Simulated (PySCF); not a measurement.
SMILES CCN at its PBE0/def2-SVP optimised geometry (Å):

```
10

C      0.8770    -0.4077     0.0000
C     -0.6474    -0.4077     0.0000
N     -1.2860     0.8936     0.0000
H      1.2860    -1.4311     0.0004
H      1.2739     0.1102     0.8891
H      1.2740     0.1094    -0.8896
H     -1.0139    -0.9687     0.8772
H     -1.0139    -0.9687    -0.8772
H     -0.9886     1.4311    -0.8131
H     -0.9886     1.4311     0.8130
```

Calculation: PBE0/def2-TZVP in PySCF.

Map of the HOMO−1 amplitude (bohr^(-3/2)) on the plane z = 1.0 Å; orbital energy -9.39 eV, overall sign arbitrary:

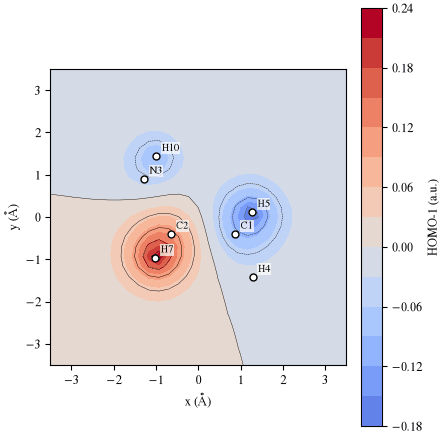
Figure: HOMO−1 amplitude (bohr^(-3/2)) on the plane z = 1.0 Å.
